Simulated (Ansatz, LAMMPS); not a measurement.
# Elastic response of a frame of amorphous polyfuran with H2O (capped chains of 6 units) from 500 K (168 atoms), part 3 of 3

Aim: relax a frame of amorphous polyfuran with H2O (capped chains of 6 units) from 500 K (168 atoms), then change its volume to read the bulk modulus from the stress.

Ansatz 0.2.0; Kohn-Sham DFT, RPBE+D4, PAW (set soft_2), plane waves.

The cell: 78 C, 24 O and 66 H. The network of contacts between molecules at the start is that of the classical potential that made the cell. The Brillouin zone is sampled at Γ only.

So far. Step 7 (Volume -6 %): The relaxation was stopped at its limit after 9 steps, 2.72 eV below its start, with a largest force component of 0.14 eV/Å. Step 7 (Volume -6 %): Volume -6 %: the energy stands 0.0444 eV above that of the reference.

## 8. Volume +6 %

The relaxed cell is scaled to another volume.

The input, input.yaml:

```yaml
crystal:
  lattice:
    - [12.44447, 0.15204, -0.04914]
    - [0.15204, 12.71233, 0.10979]
    - [-0.04914, 0.10979, 12.93699]
  atoms:
    [... the 168 atom lines of step 4 ...]
kpoints:
  mp_grid: { grid: [1, 1, 1] }
hamiltonian:
  xc: rpbe
  dispersion: d4
scf:
  occupations: { method: gaussian, width: 0.05 }
output:
  forces: true
  eigenvalues: true
  stress: true
relax:
  f_tol: 0.05
  max_steps: 70
```

Run with:

```sh
$ ansatz run input.yaml --threads 4 --pin off --max-ram 8192MiB --backend cpu --events-out ev --progress --plain --runs-dir out
```

Numbers of over 12 decimals in the logs are rounded to 6 here.

Log:

```text
Warning: output.stress: scf.convergence.dr2_threshold = 1e-7 eV (the SCF's general default) is looser than the 1.08e-8 eV advised for a printed stress (1e-10 eV for each atom of the cell: 168, of which 108 are counted). What an SCF threshold leaves in a stress goes as its square root, and in the free energy as the threshold itself, and one threshold admits the most on a small cell: [...]
[...]
Pseudopotentials: kind: paw
Pseudopotential: C, paw, valence charge 4, recommended cutoff 420 eV (normal), C.paw.azcp
Pseudopotential: O, paw, valence charge 6, recommended cutoff 420 eV (normal), O.paw.azcp
Pseudopotential: H, paw, valence charge 1, recommended cutoff 420 eV (normal), H.paw.azcp
[... 5 lines on functional and potentials left out ...]
Crystal: 168 atoms, lattice volume = 2046.127 Å³
Basis set: ecut = 420 eV, 39961 PW (Γ), exchange–correlation on 180×180×180 points (8 copies of the dense FFT grid, shifted against one another)
Bands: 429, of which v1, the nominal top of the filled ones, is band 261 counted from 1 (260 counted from 0)
Symmetry: 1 space group operations
Space group: P1 (ITA 1), of the structure as read, at distance tolerance 1.3e-4 Å
k-points: 1
[... 9 lines on functional and potentials left out ...]
Initial density: superposition of atomic densities (neutral atoms: chi_scale 0, normalization atom), corrected by the library's trained network
Initial wavefunctions: pseudopotential atomic-orbital guess
[...]
SCF iter   1: F=—  HF=-34397.850944 eV  |F-HF|=—  |Δ(HF+E_count)|=         —  Δρ=9.26e-3  dr2=1.70e0  ethr=1.77e-3  ⟨swp⟩=6.0  Hψ=1934  notcnv=0  defer=45
preconditioner: auto → Resta (q_TF=auto, 2.173 Å⁻¹)  ε∞=2.6  [insulator: Δε(μ)=1.508 eV  Ē_g=14.535 eV  σ=0.050 eV  W_gap=1.00  n_scr=360 (ndim 8)  ℏωp=18.1 eV  f_vac=0.252  D(μ)=0.00/eV (n_scr^D=0)  ε∞_Penn≈2.6]
[...]
SCF iter   7: F=—  HF=-34397.507344 eV  |F-HF|=—  |Δ(HF+E_count)|=   1.90e-4  Δρ=4.27e-5  dr2=4.04e-5  ethr=3.26e-8  ⟨swp⟩=2.0  Hψ=528  notcnv=0  defer=162
SCF iter   8: F=-34397.507310 eV  HF=-34397.507315 eV  |F-HF|=4.40e-6  |Δ(HF+E_count)|=   2.91e-5  Δρ=1.32e-5  dr2=3.94e-6  ethr=7.74e-9  ⟨swp⟩=15.0  Hψ=2845  notcnv=0
SCF 1 converged in 8 iterations: F = -34397.507310 eV  dr2 = 3.94e-6
[...]
relax step   1: F+E_penalty+E_count = -34397.50731038 eV  Δ(F+E_penalty+E_count) = +0.000e0 eV  max|allowed force component| = 1.016e0 eV/Å  Δτ_max = 0.0000 Å  (8 SCF iters, dr2 threshold 6.25e-5 eV, accepted)
[...]
relax step   2: F+E_penalty+E_count = -34399.48357143 eV  Δ(F+E_penalty+E_count) = -1.976e0 eV  max|allowed force component| = 5.497e-1 eV/Å  Δτ_max = 0.1229 Å  (7 SCF iters, dr2 threshold 6.46e-5 eV, accepted)
[...]
relax step   5: F+E_penalty+E_count = -34399.73474921 eV  Δ(F+E_penalty+E_count) = -1.062e-1 eV  max|allowed force component| = 3.924e-1 eV/Å  Δτ_max = 0.0969 Å  (10 SCF iters, accepted)
[...]
relax step  10: F+E_penalty+E_count = -34399.75277532 eV  Δ(F+E_penalty+E_count) = +5.808e-3 eV  max|allowed force component| = 2.719e-1 eV/Å  Δτ_max = 0.0630 Å  (9 SCF iters, rejected (line search))
Step cancelled. What follows is not a result of the run: it is the report of the last solve that finished, which converged after 9 SCF iterations.
Free energy (F): -34399.752775 eV
Harris-Foulkes:  -34399.752775 eV  (|F-HF|=8.02e-9)
Internal energy: -34399.752775 eV  (E = F + TS)
E sigma→0 (E₀):  -34399.752775 eV
Fermi energy:    1.961427 eV
--- Per-component energies (eV) ---
[...]
Σ components = -34399.752775   (vs F -34399.752775, Δ=0.00e0)
--- Forces (eV/Å), atoms counted from 1 ---
  atom   1  C      0.00565983     0.03746098     0.06164477
  atom   2  C      0.07863367    -0.27189350    -0.08402775
  atom   3  C     -0.01440832     0.11277844    -0.04396478
  atom   4  C      0.01956463    -0.01741170     0.15362293
[...]
atom 168  H      0.00125288     0.00100408    -0.00035350
  max |Σ_I F_I| component: 5.92e-5 eV/Å
--- Stress (GPa, compression-positive) ---
       -0.328580       0.007402       0.005035
        0.007401      -0.286712       0.038080
        0.005034       0.038079      -0.264055
  P = ⅓ Tr σ = -0.2931 GPa (-2.931 kbar)
--- Band table (eV) ---
  k-point 0: bands = ["-23.0964", "-22.9035", "-22.8821", "-22.7851", [... 413 levels ...], "10.5391", "10.5474", "10.5858", "10.6461", "10.6718", "10.6905", "10.7174", "10.7855", "10.8220", "10.8411", "10.8943", "10.9182"]
End of that report.
Error: SIGTERM received: cancelled by the caller after 10 completed ionic steps
```

Wall time 4.4 min (4 threads of Intel Xeon Platinum 8259CL at 2.50GHz (Skylake/Cascade Lake), shared host); peak memory 2.8 GiB.

The relaxation was stopped at its limit after 9 steps, 2.25 eV below its start, with a largest force component of 0.088 eV/Å.

Volume +6 %: the energy stands 0.166 eV above that of the reference.

## 9. Pressure against volume

Atoms are relaxed at each volume, in the scaled cell.

| volume change (%) | volume (Å³/atom) | energy change (meV/atom) | pressure (GPa) | largest move on relaxing (Å) | bonds | gap (eV) |
| --- | --- | --- | --- | --- | --- | --- |
| -3 | 11.145 | -0.05 | 0.06 | 0.14 | 177 | 1.37 |
| +0 | 11.490 | 0.00 | -0.10 | - | 177 | 1.38 |
| +3 | 11.835 | 0.36 | -0.23 | 0.14 | 177 | 1.40 |

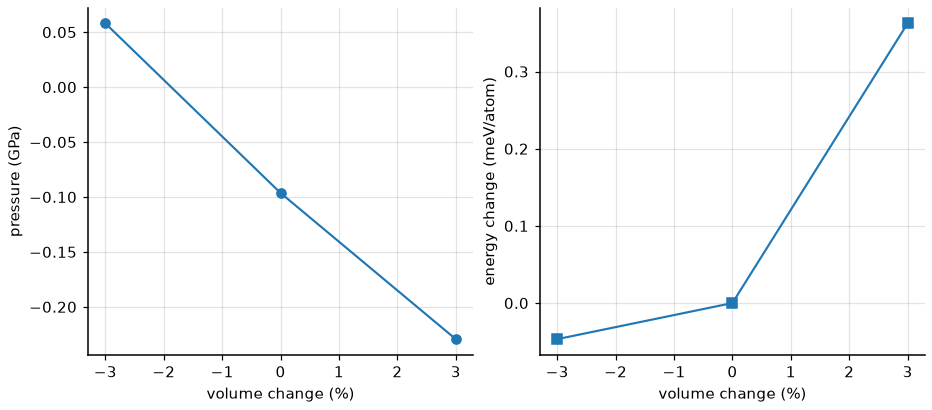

Pressure and energy against volume.

## 10. Findings

The bulk modulus, from the slope of pressure against ln V over the three points nearest the relaxed volume, is 4.79 GPa. The gap goes from 1.37 eV at the smallest volume to 1.40 eV at the largest, +0.5 eV per unit of ln V by a straight line, on the run's k-points.

Caveats: Strains are finite and relaxations stop at the force tolerance of the input, which can leave moduli too stiff; they are those of a static cell at zero temperature. Volumes are changed with the cell's shape held, so in an anisotropic solid the modulus lies over the one under free hydrostatic load. The first relaxation stopped at its limit, so the strained cells go on relaxing towards a minimum that it hadn't reached. The program notes that the SCF threshold of the relaxations is loose for the stress.

The DFT runs together took 43 min of wall time.

[Logs are printed without paths, hosts, clocks, repeated set-up lines and the standing remarks that a program may print on its own settings, such as how far it seeks lower states.]

[Hosts, paths, dates, database ids (printed as entryN), source tags and the programs' standing remarks are cut or masked in the printed files.]
